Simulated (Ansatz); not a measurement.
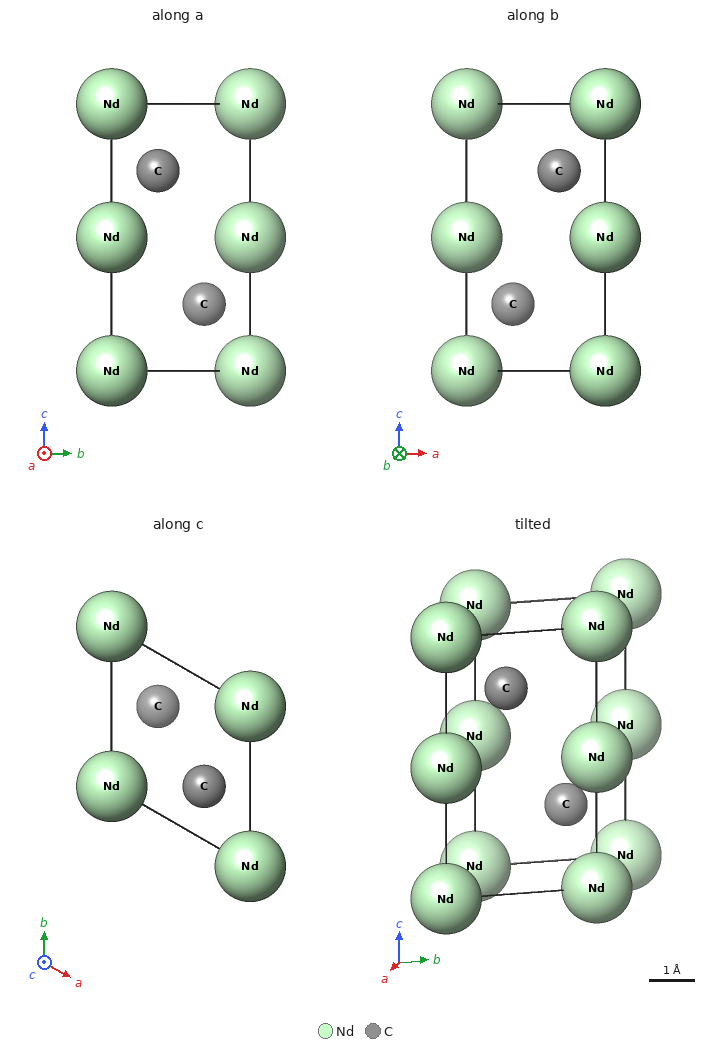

Drawn in the spheres-only manner and seen along the a axis, along the b axis, along the c axis and slightly off an axis. The lines enclose the conventional unit cell; boundary atoms appear with their images.

Lattice parameters: a = 3.6246 Å, b = 3.6246 Å, c = 6.0494 Å, α = 90.000°, β = 90.000°, γ = 120.000°.

> From the views, write a CIF in P1 with every atom of the cell.

```cif
data_structure
_symmetry_space_group_name_H-M 'P 1'
_symmetry_Int_Tables_number 1
_cell_length_a 3.6246
_cell_length_b 3.6246
_cell_length_c 6.0494
_cell_angle_alpha 90.000
_cell_angle_beta 90.000
_cell_angle_gamma 120.000
_cell_volume 68.83
loop_
_atom_site_label
_atom_site_type_symbol
_atom_site_fract_x
_atom_site_fract_y
_atom_site_fract_z
_atom_site_occupancy
Nd1 Nd 0.0000 0.0000 0.0000 1
Nd2 Nd 0.0000 0.0000 0.5000 1
C1 C 0.3333 0.6667 0.2500 1
C2 C 0.6667 0.3333 0.7500 1
```

The structure comes from a structure type filled with these elements by a generator (whether the compound takes this form wasn't checked). Earlier steps of the study, as a rule a relaxation of our own, may have changed the cell and positions, so they can lie some per cent off the listed ones. It was set up as input for a calculation with Ansatz.
